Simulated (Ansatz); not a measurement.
**Fields on a plane of TaSiAs (space group P4/nmm)**

```yaml
crystal:
  lattice:
    - [3.50170, 0.00000, 0.00000]
    - [0.00000, 3.50170, 0.00000]
    - [0.00000, 0.00000, 7.87156]
  atoms:
    - { symbol: Ta, position: [0.50000, 0.00000, 0.25454] }
    - { symbol: Ta, position: [0.00000, 0.50000, 0.74546] }
    - { symbol: Si, position: [0.00000, 0.00000, 0.00000] }
    - { symbol: Si, position: [0.50000, 0.50000, 0.00000] }
    - { symbol: As, position: [0.50000, 0.00000, 0.61280] }
    - { symbol: As, position: [0.00000, 0.50000, 0.38720] }
```

The slice is a (0 -1 1) plane (indices of the conventional cell) through the point (0.500, 0.000, 0.613) (fractional), spanned by u = [100] and v = [011] in vectors of this cell: u (3.50 Å) and v (8.62 Å, at 90° to u). It covers one period; positions are fractions (u, v).

Atoms on it: As at (0.00, 0.00). Other atoms lie within 1 Å of the plane.

Level of theory: r2SCAN (plane waves to 500 eV, PAW, scalar-relativistic; Ansatz, a first-principles code). k mesh 13×13×6. Near the nuclei the fields are pseudised (PAW); where an atom keeps semicore shells as valence, they peak there. Spin-orbit coupling is left out, though Ta is heavy. TaSiAs is run without spin polarisation. TaSiAs was relaxed with its symmetry unable to fall.

```
|x*#- -#*|
|%%+. .+%|
|#*-:-:-*|
|::+###+:|
|.:#%%%#:|
|.:#%%%#:|
| .+#*#+.|
|--::-::-|
|%#-   -#|
|@@+   +@|
|=++: :++|
|x=#+-+#=|
|:#@#*#@#|
|*%%###%%|
|========|
|:...:...|
|++-. .-+|
|##%=.=%#|
|x*%*-*%*|
|xx#*:*#x|
```
Scale: ten equal steps from 0.04 (start of ' ') to 0.79 (end of '@'), in the order ' .:-=+*#%@'. Values: electron localisation function (ELF). The map has 8 points along u (one character each, u = 0 at the left) and 20 along v (v = 0 in the bottom row). Points within 0.5 Å of a nucleus are blanked (x), as the pseudised field means little there.

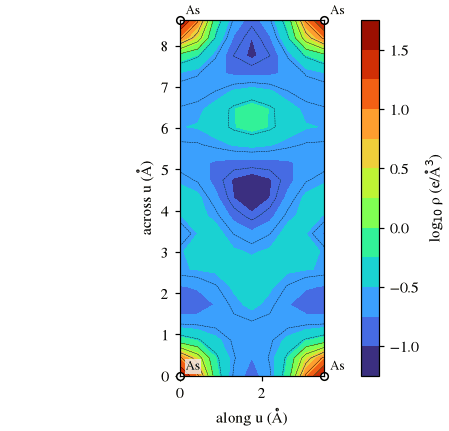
Figure: Log₁₀ of the valence density in e/Å³, one period of the plane, atoms marked. The scale is logarithmic, as a density can span decades between atoms and voids.
